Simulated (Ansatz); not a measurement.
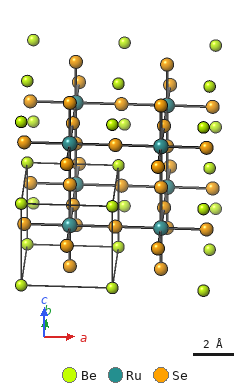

Starting structure of crystalline BeRuSe3 (a generated structure, set up in Pm-3m) (coarse preliminary run). The picture is a ball-and-stick view of the cell of the calculation, repeated 2 × 2 × 2 with one cell outlined, seen from a free direction.

Theory: Ansatz, DFT PBE, scalar-relativistic, plane waves, PAW.

Input file:
```yaml
crystal:
  lattice:
    - [4.56978951, 0.0, 0.0]
    - [0.0, 4.56978951, 0.0]
    - [0.0, 0.0, 4.56978951]
  atoms:
    - { symbol: Be, position: [0.0, 0.0, 0.0] }
    - { symbol: Ru, position: [0.5, 0.5, 0.5], spin: 1.0 }
    - { symbol: Se, position: [0.0, 0.5, 0.5] }
    - { symbol: Se, position: [0.5, 0.5, 0.0] }
    - { symbol: Se, position: [0.5, 0.0, 0.5] }
basis:
  ecutwfc: 420
kpoints:
  mp_grid: { grid: [4, 4, 4] }
hamiltonian:
  xc: pbe
scf:
  occupations: { method: gaussian, width: 0.1 }
  lower_state_search: "off"
output:
  forces: true
  stress: true
  eigenvalues: true
  populations: true
magnetization:
  spin_polarized: true
relax:
  adjacent_minimum: "off"
  f_tol: 0.04
  max_steps: 70
  cell: { stress_tol: 0.4 }
```

Launched with:
```bash
ansatz run input.yaml --threads 1 --pin off --max-ram 2048MiB --backend cpu --events-out ev --progress --plain --runs-dir out
```

Q: Predict the outcome.

A: After 3 accepted moves (4 points after the start) the energy has fallen by 192 meV per atom. All forces vanish by symmetry, so only the cell relaxes. The pressure goes from 19.36 to 0.09 GPa. At 1 point the geometry stayed and the basis and grid were re-selected for the new cell (energy shift of 0.7 meV per atom at most each time). No atom moves by more than 0.005 Å relative to the cell. Cell: a = b = c 4.570 → 4.853 Å (+6.2 %). Volume +19.8 %. Among the contacts that change: Ru2–Se3 2.285 → 2.426 Å. The space group stays Pm-3m (No. 221). The program noted that the starting moments weren't kept. The run may lie on a higher electronic state than the lowest, so the end point isn't shown to be the ground-state structure. Cost: 40 s on 1 thread of Arm Neoverse V2 (shared host), peak memory 0.43 GiB.

Final geometry:

```
Be Ru Se
1.0
     4.85289    0.00000    0.00000
     0.00000    4.85289    0.00000
     0.00000    0.00000    4.85289
Be Ru Se
1 1 3
Cartesian
  0.0000 0.0000 0.0000
  2.4264 2.4264 2.4264
  0.0000 2.4264 2.4264
  2.4264 2.4264 0.0000
  2.4264 0.0000 2.4264
```

After the run, drawn alike:

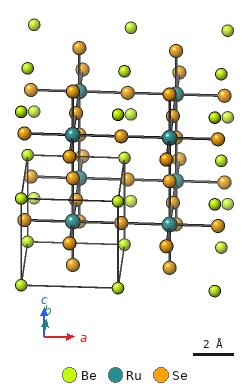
